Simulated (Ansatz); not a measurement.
Base system: HfS2 in the CdI2 type structure (space group P-3m1, No. 164; a = 3.606 Å, c = 5.768 Å; layered, stacked along the Cartesian z axis).

One thing is altered: an isotropic linear strain of +2.00 %; the atoms relax in the strained cell.

Method: PBE-D3(BJ) (Ansatz, an electronic-structure program, PAW, without spin-orbit coupling).

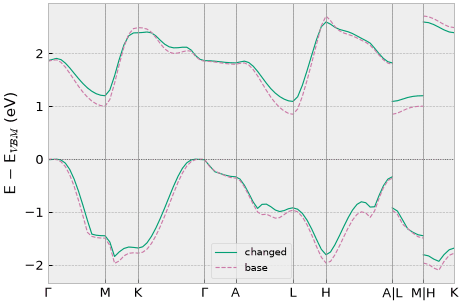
Highest valence and lowest conduction band along the path, each from its own valence-band maximum

The gap is 1.09 eV, indirect, K–Γ (87 % along) → L; the base has 0.85 eV.

With Hf present, leaving out spin-orbit coupling can change the band edges. Stability against distortions was not tested.
